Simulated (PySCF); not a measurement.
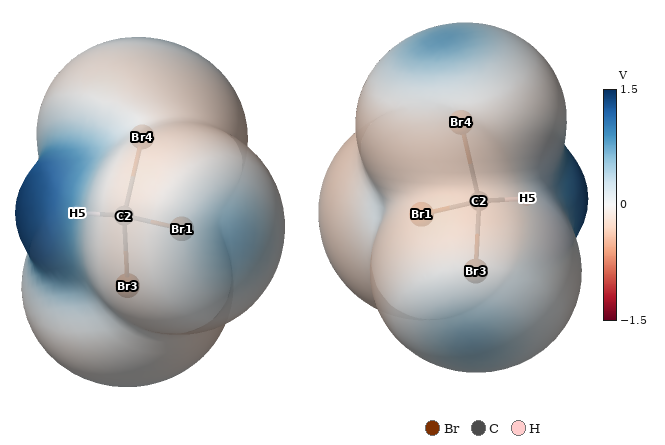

*CHBr3, SMILES `BrC(Br)Br`. Electrostatic potential on the surface of electron density 0.001 a.u. (back view left, front view right).*

Method: PBE/def2-TZVP; geometry: GFN2-xTB; program: PySCF. No frequency check shows the geometry to be a minimum. GFN2-xTB bond lengths at metals and heavier atoms can be off by up to 0.1 Å and shapes distorted, which carries into these values.

Geometry (Å), atoms numbered from 1:

```
Br1      1.7823   -0.4773   -0.0475
C2       0.0000    0.0000    0.5568
Br3     -1.3046   -1.3049   -0.0475
Br4     -0.4778    1.7822   -0.0475
H5      -0.0001   -0.0002    1.6460
```

### Where are the extremes of the potential on the surface?

Highest: 1.40 V, 1.3 Å from H5. Further maxima include 0.77 V, 2.0 Å from Br4, and at like points elsewhere; 0.08 V, off the C2–Br3 bond (2.3 to 2.4 Å from its atoms). Lowest: −0.29 V, 2.3 Å from Br3, and at like points elsewhere. The surface is sampled at points, so like sites can differ by a few per cent and only the strongest of them is named.

### Does Br4 carry a σ-hole?

Yes: a local maximum of +0.77 V lies on the extension of the C2–Br4 bond.
